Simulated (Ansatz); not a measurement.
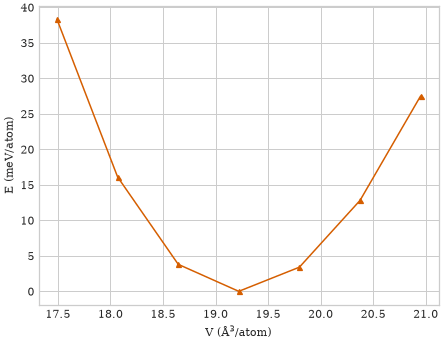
Fig. 1. Ba₂Zn₃As₂O₂ in space group I4/mmm (No. 139; Pearson symbol tI18) under volume change, the program Ansatz at the r²SCAN level (PAW), shape and atoms relaxed at each volume.

**Question.** What does a third-order Birch–Murnaghan fit give for V₀, B₀ and B′?

**Answer.** V₀ = 19.22 Å³/atom, B₀ = 66.2 GPa, B′ = 4.4.

The first step of the workflow began from a Materials Project structure, measured or hypothetical; the Crystallography Open Database copy checked does not list it. Its standing as an ambient phase is unchecked. The r²SCAN relaxation kept the symmetry of its start; its stability against distortions is not shown here. Scalar-relativistic: spin–orbit coupling is off unless named, which matters more the heavier the elements.

Potentials: the later of the program's two PAW sets.
